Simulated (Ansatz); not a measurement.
# triplet NBrO at 6 levels

Wanted: a comparison of 6 runs (U-r2SCAN/STO-3G, UB2PLYP/STO-3G, UCAM-B3LYP/STO-3G, USVWN5/STO-3G, RPA@PBE/STO-3G, UCCSD/STO-3G) of triplet NBrO. 

The calculation is run with Ansatz 0.2.0.

69 further runs of the same task are left out: 10 that didn't finish, 59 set aside as unsound or not needed.

### 1 The molecule

NBrO has 3 atoms, charge 0, and is taken as a triplet. SMILES of the parent species: `O=NBr`. The shape is that of a PBE0-D4/def2-TZVP optimisation. That shape belongs to the parent species and isn't relaxed for this state.

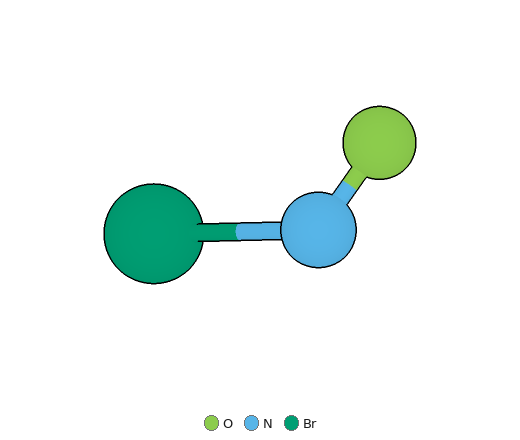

The structure, seen from a chosen angle (oxygen green, nitrogen blue, bromine teal).

### 2 A single-point energy at U-r2SCAN/STO-3G (run 1)

The input, input.yaml:

```yaml
crystal:
  periodic: [false, false, false]
  atoms:
    - {symbol: O, position_ang: [0.941780, -0.646800, 0.448530]}
    - {symbol: N, position_ang: [-0.044940, -0.636480, -0.092930]}
    - {symbol: Br, position_ang: [-0.896840, 1.283280, -0.355590]}
basis:
  gaussian: {orbitals: STO-3G}
magnetization: {spin_polarized: true, initial_magnetization: 2}
hamiltonian: {xc: {name: r2SCAN}}
accuracy: high
```

The run is started by

```console
ansatz run input.yaml --threads 1 --pin off --max-ram 3480MiB --events-out events.jsonl --progress --plain --runs-dir runs
```

Standard output:

```text
Warning: RAYON_NUM_THREADS=1 ignored (pool sized by the plan → 1); use --threads N
Functional definition: r2SCAN
  name "r2SCAN"
  parameter k0 = 0.174
  parameter k1 = 0.065
  parameter a1 = 4.9479
  exchange = r2scan_x(k0 = k0, k1 = k1, a1 = a1)
  correlation = r2scan_c
394 factors; integrals over basis functions are off by at most 4.4e-8 eV
mean field evaluation 1: about -72765.9697 eV, gradient 7.7e0 eV
mean field evaluation 2: about -72764.6643 eV, gradient 1.5e1 eV
mean field evaluation 4: about -72766.4802 eV, gradient 4.4e-1 eV
mean field evaluation 8: about -72766.4494 eV, gradient 2.1e-2 eV
mean field evaluation 16: about -72766.4494 eV, gradient 3.7e-6 eV
mean field evaluation 32: about -72764.7674 eV, gradient 1.9e0 eV
mean field -72766.44941248 eV, -2674.1176930377 hartree, gradient 8.6e-8 eV, S^2 2.003964; 6 other end points of the search recorded, 0 dependent functions left out
reference -72766.44941277 eV, -2674.1176930486 hartree; 26, 24 occupied and 2, 4 virtual orbitals, 394 factors
Total energy: -72766.44941277 eV, -2674.1176930486 hartree
```

Run time: 8.1 s. Hardware: 1 thread of Intel Xeon Platinum 8375C at 2.90GHz (Ice Lake), shared host; peak memory 0.23 GiB.

### 3 A single-point energy at UB2PLYP/STO-3G (run 2)

The input, molecule.yaml:

```yaml
crystal:
  periodic: [false, false, false]
  atoms:
    - symbol: O
      position_ang: [0.941780, -0.646800, 0.448530]
    - symbol: N
      position_ang: [-0.044940, -0.636480, -0.092930]
    - symbol: Br
      position_ang: [-0.896840, 1.283280, -0.355590]
basis:
  gaussian:
    orbitals: STO-3G
hamiltonian:
  xc: {name: B2PLYP}
magnetization:
  spin_polarized: true
  initial_magnetization: 2
correlation:
  frozen_orbitals: {Br: 9, "N": 1, O: 1}
accuracy: high
```

The run is started by

```console
ansatz run molecule.yaml --threads 1 --pin off --max-ram 3480MiB --events-out events.jsonl --progress --plain --runs-dir runs
```

Standard output (excerpt; [...] marks lines left out):

```text
Warning: RAYON_NUM_THREADS=1 ignored (pool sized by the plan → 1); use --threads N
Functional definition: B2PLYP
  name "B2PLYP"
[...]
394 factors; integrals over basis functions are off by at most 4.4e-8 eV
[...]
mean field -72750.67906267 eV, -2673.5381433716 hartree, gradient 9.6e-8 eV, S^2 2.023940; 6 other end points of the search recorded, 0 dependent functions left out
11 core orbitals not correlated: weight in the atoms' cores, before any rotation towards them, 1.000 or more for the frozen orbitals, at most 0.000 for the correlated occupied ones
reference -72750.67907584 eV, -2673.5381438556 hartree; 15, 13 occupied and 2, 4 virtual orbitals, 394 factors
second order -3.80215815 eV of doubles, -0.00000000 eV of singles
Total energy: -72751.70565854 eV, -2673.5758700740 hartree
```

Run time: 3.9 s. Hardware: 1 thread of Intel Xeon Platinum 8375C at 2.90GHz (Ice Lake), shared host; peak memory 0.16 GiB.

Runs 3 to 4 aren't shown in full; the table further down has their settings and results.

### 4 A single-point energy at RPA@PBE/STO-3G (run 5)

The input, job.yaml:

```yaml
crystal:
  periodic: [false, false, false]
  atoms:
    - {symbol: O, position_ang: [0.941780, -0.646800, 0.448530]}
    - {symbol: N, position_ang: [-0.044940, -0.636480, -0.092930]}
    - {symbol: Br, position_ang: [-0.896840, 1.283280, -0.355590]}
basis:
  gaussian: {orbitals: STO-3G}
total_charge: 0
magnetization: {spin_polarized: true, initial_magnetization: 2}
hamiltonian: {xc: {name: PBE}}
correlation: {method: rpa, frozen_orbitals: {Br: 9, "N": 1, O: 1}}
accuracy: high
```

The run is started by

```console
ansatz run job.yaml --threads 1 --pin off --max-ram 3480MiB --events-out events.jsonl --progress --plain --runs-dir runs
```

Standard output (excerpt; [...] marks lines left out):

```text
Warning: RAYON_NUM_THREADS=1 ignored (pool sized by the plan → 1); use --threads N
Functional definition: PBE
  name "PBE"
[...]
394 factors; integrals over basis functions are off by at most 4.4e-8 eV
[...]
mean field -72749.55871533 eV, -2673.4969713663 hartree, gradient 8.3e-8 eV, S^2 2.001721; 8 other end points of the search recorded, 0 dependent functions left out
11 core orbitals not correlated: weight in the atoms' cores, before any rotation towards them, 1.000 or more for the frozen orbitals, at most 0.000 for the correlated occupied ones
reference -72711.83398401 eV, -2672.1106130611 hartree; 15, 13 occupied and 2, 4 virtual orbitals, 394 factors
Total energy: -72717.46109530 eV, -2672.3174055869 hartree
```

It took 18 s on 1 thread of Intel Xeon Platinum 8375C at 2.90GHz (Ice Lake), shared host; peak memory 0.14 GiB.

### 5 The energy at UCCSD/STO-3G (run 6)

The input, input.yaml:

```yaml
basis:
  gaussian:
    orbitals: STO-3G
crystal:
  periodic: [false, false, false]
  atoms:
    - {symbol: O, position_ang: [0.941780, -0.646800, 0.448530]}
    - {symbol: "N", position_ang: [-0.044940, -0.636480, -0.092930]}
    - {symbol: Br, position_ang: [-0.896840, 1.283280, -0.355590]}
magnetization:
  spin_polarized: true
  initial_magnetization: 2
correlation:
  method: ccsd
  frozen_orbitals: {Br: 9, "N": 1, O: 1}
accuracy: high
scf:
  omitted_lower_state_checks: [cluster_reference, increment]
```

The run is started by

```console
ansatz run input.yaml --threads 1 --pin off --max-ram 3480MiB --events-out events.jsonl --progress --plain --runs-dir runs
```

Standard output:

```text
Warning: RAYON_NUM_THREADS=1 ignored (pool sized by the plan → 1); use --threads N
[... 15 lines left out ...]
11 core orbitals not correlated: weight in the atoms' cores, before any rotation towards them, 1.000 or more for the frozen orbitals, at most 0.000 for the correlated occupied ones
[... 30 lines left out ...]
Total energy: -72715.65712930 eV, -2672.2511110590 hartree
Checks for a lower state left out: cluster_reference, increment
```

Wall time 2 s (1 thread of Intel Xeon Platinum 8375C at 2.90GHz (Ice Lake), shared host).

### 6 The series

| run | level | frozen core orbitals | energy (Eh) | ⟨S²⟩ | wall time |
| --- | --- | --- | --- | --- | --- |
| 1 | U-r2SCAN/STO-3G | – | -2674.117693 | 2.004 | 8.1 s |
| 2 | UB2PLYP/STO-3G | 11 | -2673.575870 | 2.024 | 3.9 s |
| 3 | UCAM-B3LYP/STO-3G | – | -2674.074323 | 2.011 | 2.5 s |
| 4 | USVWN5/STO-3G | – | -2669.319323 | 2.001 | 2.6 s |
| 5 | RPA@PBE/STO-3G | 11 | -2672.317406 | 2.002 | 18 s |
| 6 | UCCSD/STO-3G | 11 | -2672.251111 | 2.096 | 2 s |

### 7 Outcome

| quantity | value |
| --- | --- |
| run 6: total energy | -2672.25111 Eh |
| run 6: correlation energy (11 core orbitals frozen) | -116.5 mEh |
| run 6: ⟨S²⟩ of the reference determinant | 2.096 |
| run 6: T1 diagnostic | 0.024 |

**Reading.** Totals of different functionals can't be ranked against each other. In runs 1, 2, 3, 4, 5, 6 the basis is minimal, so the values are rough. All runs together took 37 s, the longest 18 s.
